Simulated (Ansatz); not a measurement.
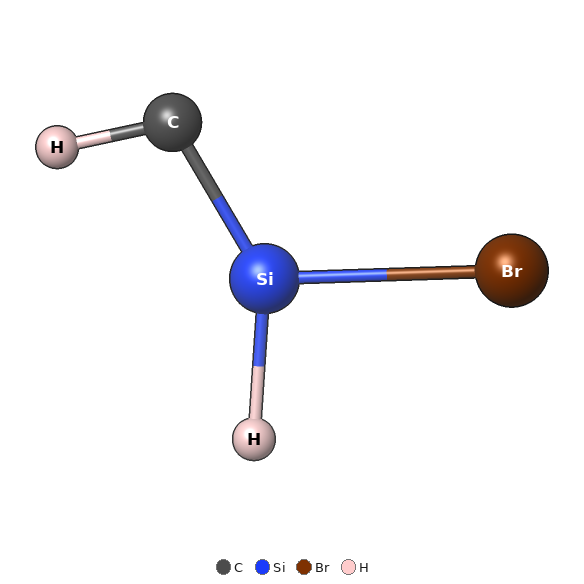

All atoms lie in one plane, which faces the viewer. State: charge −1, singlet. The computed structure is the end point of a PBE-D4/def2-SVPD optimisation. No frequency run is at hand to confirm it as a minimum.

**Which symmetry elements does this geometry have?**

It has 1 mirror plane, so the point group is Cs. The group has 2 operations. The geometry is achiral, and symmetry allows a dipole moment.
